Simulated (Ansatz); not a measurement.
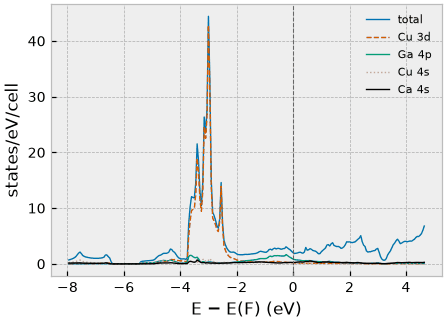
Total and projected density of states of Ca2GaCu2 in space group Immm (No. 71; Ca on 4j, Ga on 2a, Cu on 4h), the program Ansatz at the r²SCAN level (PAW)

### Question
Which orbitals carry the states next to the Fermi level?

### Answer
Within 0.5 eV of the Fermi level: Ga 4p 42 %, Ca 4s 12 %, Cu 3d 9 %, Cu 4s 7 %, outside the projected shells 28 %. Projections are on Löwdin-orthogonalised atomic valence shells; empty p or d shells of many metals are not among them.

### Question
Where is the tallest occupied peak in this window, and what makes it?

### Answer
Near -3.0 eV, about 44 states/eV per cell; the largest projected share is Cu 3d.

The workflow started from a Materials Project entry (that database holds measured and hypothetical structures alike); the Crystallography Open Database copy checked does not list it. Whether it is the stable phase at ambient conditions was not checked. The r²SCAN relaxation kept the symmetry of its start; whether a distortion lowers the energy is not shown. The run is not spin-polarised. Spin–orbit coupling is left out wherever it is not named.

Potentials: the later of the program's two PAW sets.
